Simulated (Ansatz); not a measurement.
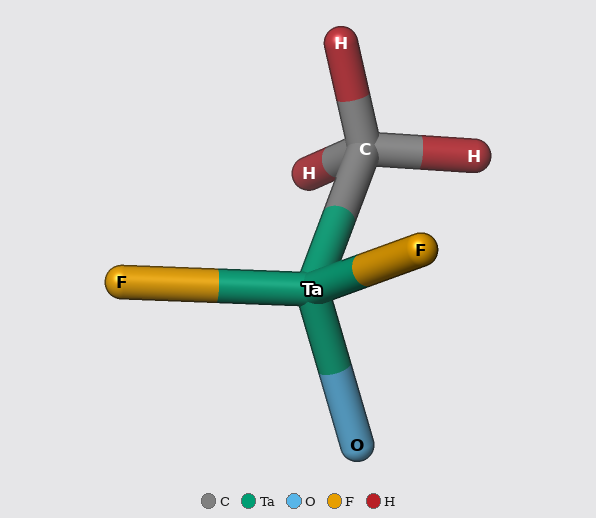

Starting geometry of the run.

Ansatz 0.2.0 input:

```yaml
crystal:
  periodic: [false, false, false]
  atoms:
    - {symbol: C, position_ang: [-0.929874, -0.081286, 0.596465]}
    - {symbol: Ta, position_ang: [0.854835, 0.066409, -0.578582]}
    - {symbol: O, position_ang: [2.097518, -0.278686, 0.544281]}
    - {symbol: F, position_ang: [0.794302, -1.270368, -1.890674]}
    - {symbol: F, position_ang: [1.009360, 1.836771, -1.173765]}
    - {symbol: H, position_ang: [-1.820276, 0.117847, -0.008950]}
    - {symbol: H, position_ang: [-1.015364, -1.081982, 1.031161]}
    - {symbol: H, position_ang: [-0.898302, 0.634097, 1.424065]}
basis:
  gaussian: {orbitals: def2-SVP, point_charges: [{charge: 0.50, position_ang: [4.631, -0.824, -0.917]}]}
magnetization: {spin_polarized: true, initial_magnetization: 2}
hamiltonian: {xc: {name: RPBE}}
output: {forces: true}
```

Command:

```sh
ansatz run in.yaml --threads 2 --pin off --events-out ev --progress --plain --max-ram 22528MiB --backend cpu
```

What the program printed:

```
Functional definition: RPBE
  name "RPBE"
  cite "Hammer, Hansen & Nørskov, Phys. Rev. B 59, 7413 (1999) doi:10.1103/PhysRevB.59.7413"
  cite "Perdew, Burke & Ernzerhof, Phys. Rev. Lett. 77, 3865 (1996) doi:10.1103/PhysRevLett.77.3865"
  parameter kappa = 0.804
  parameter beta = 0.06672455060314922
  exchange = rpbe_x(kappa = kappa, mu = beta*pi^2/3)
  correlation = pbe_c(beta = beta)
1075 factors; their error is unknown
mean field evaluation 1: about -10100.6266 eV, gradient 5.9e1 eV
mean field evaluation 2: about -9935.8643 eV, gradient 1.7e2 eV
mean field evaluation 4: about -10105.9007 eV, gradient 4.0e1 eV
mean field evaluation 8: about -10112.5406 eV, gradient 1.6e1 eV
mean field evaluation 16: about -10113.8114 eV, gradient 9.3e-2 eV
mean field evaluation 32: about -10110.1638 eV, gradient 2.2e1 eV
mean field evaluation 64: about -10113.4986 eV, gradient 3.6e0 eV
mean field evaluation 96: about -10113.5167 eV, gradient 1.2e0 eV
mean field -10113.75710959 eV, -371.6737184267 hartree, gradient 1.7e-6 eV, S^2 2.003346; 10 other end points of the search recorded, 0 dependent functions left out
the calculation of the forces begins
reference -10113.75717105 eV, -371.6737206854 hartree; 25, 23 occupied and 78, 80 virtual orbitals, 1075 factors
Total energy: -10113.75717105 eV, -371.6737206854 hartree
Atom 0 at    -0.929874    -0.081286     0.596465 Å, force    -2.831031    -0.205341     1.549113 eV/Å
Atom 1 at     0.854835     0.066409    -0.578582 Å, force    -0.893195     0.483301    -0.517798 eV/Å
Atom 2 at     2.097518    -0.278686     0.544281 Å, force     3.303143    -0.935412     2.483252 eV/Å
Atom 3 at     0.794302    -1.270368    -1.890674 Å, force    -0.216222    -1.493465    -2.011912 eV/Å
Atom 4 at     1.009360     1.836771    -1.173765 Å, force    -0.022707     2.093748    -1.165639 eV/Å
Atom 5 at    -1.820276     0.117847    -0.008950 Å, force    -0.125075     0.189387    -0.792655 eV/Å
Atom 6 at    -1.015364    -1.081982     1.031161 Å, force     0.385019    -0.994183    -0.045773 eV/Å
Atom 7 at    -0.898302     0.634097     1.424065 Å, force     0.507309     0.861526     0.376524 eV/Å
Dipole moment:    -1.076259     0.044518     0.287816 e Å
```

The run converged.

The spin state was imposed, and no run here compares it with a lower spin, which may lie lower.
